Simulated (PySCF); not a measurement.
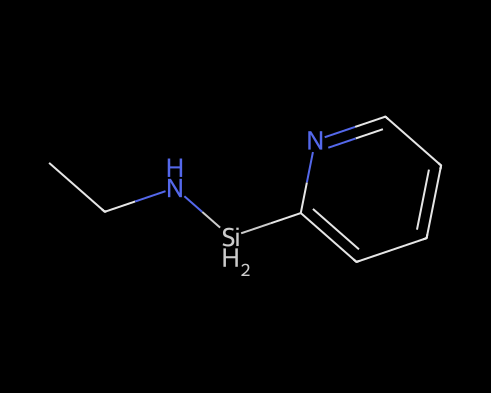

The geometry was computed by an optimisation with GFN2-xTB. No frequency run is at hand to confirm it as a minimum. Method: PBE0/pcSseg-1, gas phase (PySCF 2.14.0).

Predict the main results.

The species is C7H12N2Si (`CCN[SiH2]c1ccccn1`).
- dipole moment: 1.96 D
- HOMO energy (Kohn–Sham orbital): −6.65 eV
- LUMO energy (Kohn–Sham orbital): −0.91 eV
- HOMO–LUMO gap: 5.74 eV

The geometry is semi-empirical. Around Si such bond lengths and angles can be off by a tenth of an ångström or more and by several degrees, and values that hang on the shape move with them.
